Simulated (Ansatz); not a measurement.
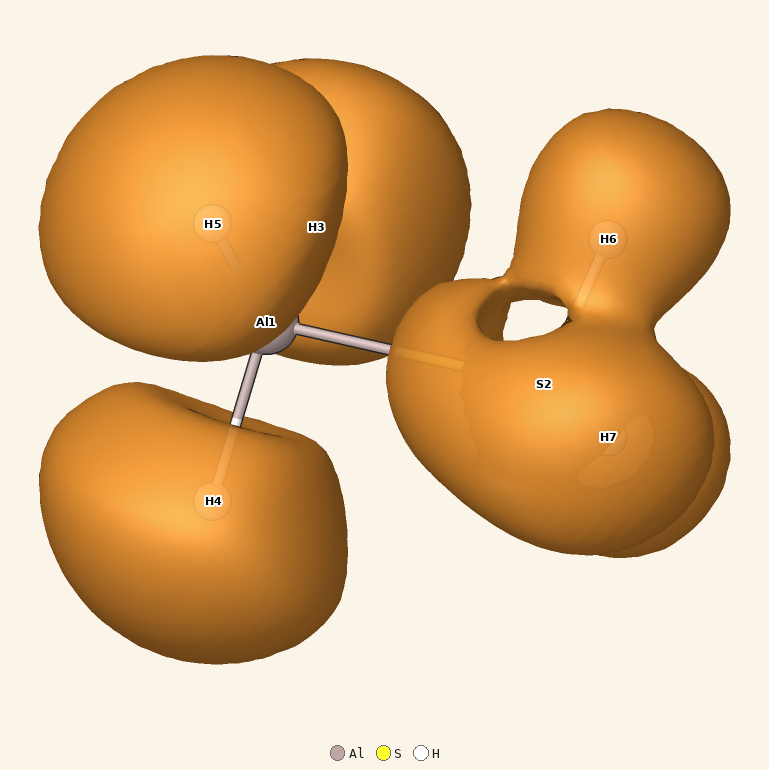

Figure 1: AlH5S. Isosurface of the electron localisation function at 0.75 (orange), seen at a tilt. Only the valence region is drawn (cores and ρ < 0.01 e/Å³ removed).

Geometry: PBE0-D4/def2-SVP.

The calculation used isolated molecule in a Gaussian basis; Kohn-Sham density functional theory, functional PBE0 in Ansatz 0.2.0.

```yaml
atoms:
  - { symbol: Al, position_ang: [0.1853, 0.0145, -0.4155] }
  - { symbol: S, position_ang: [2.2889, 1.4890, -0.5558] }
  - { symbol: H, position_ang: [-0.1116, -0.1017, -1.9843] }
  - { symbol: H, position_ang: [0.9053, -1.2107, 0.3161] }
  - { symbol: H, position_ang: [-0.6719, 1.0519, 0.4470] }
  - { symbol: H, position_ang: [1.8241, 2.4120, -1.4276] }
  - { symbol: H, position_ang: [2.9448, 0.8037, -1.5192] }
```

> What do the ELF domains correspond to?

At this value the surface marks out three regions around hydrogen nuclei and one joined region spread over several atoms (H, S), in which their bonds and any lone pairs are merged. Profiles from the grid: Al–S (2.57 Å): the ELF peaks at about 0.95 in the valence shell of S, 0.9 Å from its nucleus, and is about 0.85 at the midpoint. S–H (1.35 Å): the ELF climbs to about 1 towards the hydrogen, as it does in any bond to H: an ordinary covalent bond to hydrogen.
